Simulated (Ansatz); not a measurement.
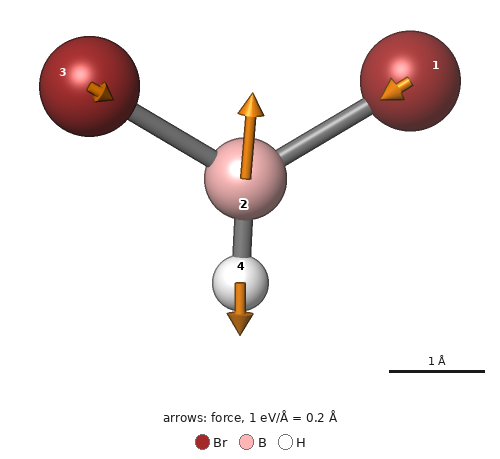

Starting geometry of BHBr2 (coarse preliminary run) with the computed forces as orange arrows. The picture is a ball-and-stick view, seen at a tilt.

The start comes from a force field.

Computed with RKS PBE-D4/def2-SVP in Ansatz. (force threshold 0.03 eV/Å; at most 200 steps)

Q: What follows when this structure is relaxed?

A: It isn't relaxed: the largest force vector, on B2, is 4.66 eV/Å. The final displacements follow the starting forces only in part (cosine between the two patterns 0.82). The atom that moves furthest after the best rigid fit is Br1 (0.093 Å). Largest moves by element: Br 0.093 Å, B 0.068 Å, H 0.036 Å. Among the contacts that change: Br1–B2 2.031 → 1.904 Å, B2–H4 1.111 → 1.208 Å, B2–Br3 1.994 → 1.904 Å. Bond angles that change, for instance: Br1–B2–H4 121.5° → 119.2°, Br1–B2–Br3 119.4° → 121.6°. Over 3 geometry steps the energy falls by 33.0 kJ/mol. Largest force component: 4.4 eV/Å at the start, 0.013 eV/Å at the end. The run took 2.7 s on 4 threads of Arm Neoverse V1, with other jobs on the host.
